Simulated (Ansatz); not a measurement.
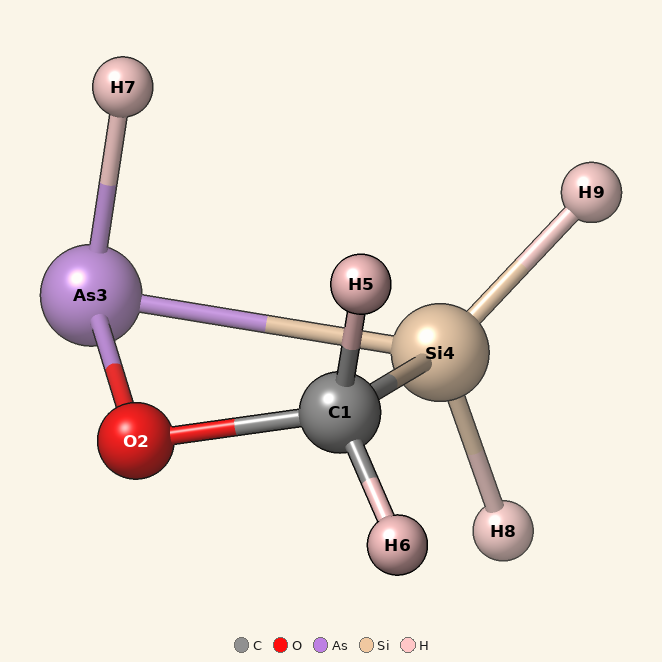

Distant atoms are faded towards the background colour. Computed geometry: PBE-D4/def2-SVP optimisation. No frequency run is at hand to confirm it as a minimum.

How is the 4-membered ring C1–O2–As3–Si4 puckered?

It is puckered (butterfly). The Cremer–Pople amplitude Q is 0.31 Å.

Give the torsion angles round the ring, beginning with the bond from its second to its third atom.

21°, −15°, 19°, −25°.
